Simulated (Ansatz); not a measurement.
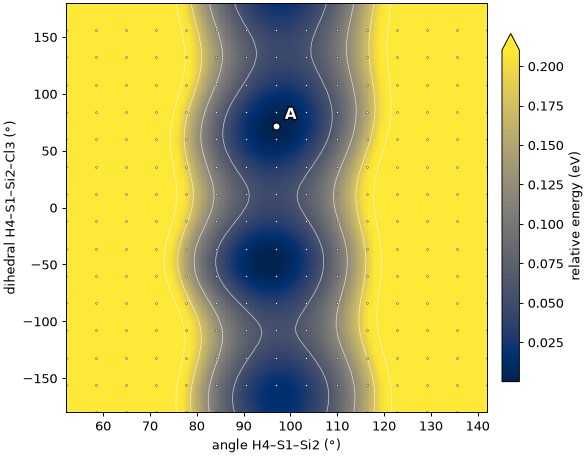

ClH4SSi, SMILES [SH2+][SiH2]Cl, charge +1. The first coordinate is: angle H4–S1–Si2; the second: dihedral H4–S1–Si2–Cl3. Nothing is relaxed (all other coordinates rigid). Grid: 15 × 15 points. Points are written as (first, second). All energies are given in eV relative to the relaxed molecule at the same level. These are results of RKS PBE0-D4/def2-TZVP (Ansatz), not measurements.

Drawn: a smooth colour map with a few white contour lines, dots at the grid points, one colour for all values above the top of the scale, the well A. Between grid points the surface is interpolated.

### Estimate the position of the minimum and the force constants in these coordinates. Take the well at A.

The interpolated minimum is at angle H4–S1–Si2 ≈ 97.0°, dihedral H4–S1–Si2–Cl3 ≈ 72°. The curvatures there are about 3 eV/rad² and 0.18 eV/rad², with a cross term of about −0.12 eV/rad². Round the minimum the valley is somewhat tilted: raising angle H4–S1–Si2 shifts the best value of dihedral H4–S1–Si2–Cl3 upwards (coupling k₁₂/√(k₁₁k₂₂) about −0.2).
